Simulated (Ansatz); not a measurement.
```xyz
14

C    -0.1151    1.2173   -0.9026
C     0.0401    0.5306    1.4284
In    0.3218   -1.9502   -0.5939
N    -0.4482    0.2052    0.0933
H    -0.5422    0.9355   -1.8749
H    -0.4847    2.2201   -0.6212
H     0.9780    1.2687   -1.0154
H    -1.4615    0.0929    0.1276
H     1.1399    0.5523    1.4168
H    -0.2751   -0.2466    2.1381
H    -0.3247    1.5127    1.7804
H    -0.3220   -2.8369    0.7647
H     2.0171   -1.5360   -0.5992
H    -0.5364   -1.9948   -2.1132
```

Geometry: PBE0-D4/def2-SVP; core potentials replace the inner electrons of In.

These are results of isolated molecule in a Gaussian basis; Kohn-Sham density functional theory, functional PBE0 (Ansatz 0.2.0), not measurements.

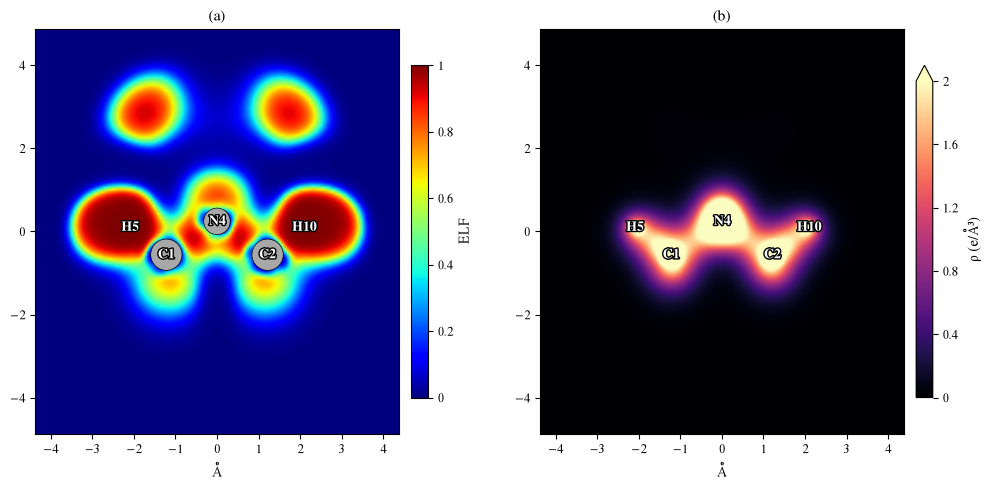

C2H10InN (SMILES C[NH+](C)[InH3-]). (a) ELF; (b) electron density on the plane of atoms C1, N4 and C2. Grey discs cover the atomic cores in the ELF map.

**Describe what can be read from this map.**

The section cuts through C, N and H sites.
C–N (1.46 Å): ρ at the midpoint is about 1.9 e/Å³; the ELF peaks at about 0.95 between the atoms: a shared electron pair.
C–H (1.10 Å): the density is about 2 e/Å³ at the midpoint; the ELF climbs to about 1 towards the hydrogen, as it does in any bond to H: a covalent bond by its length.
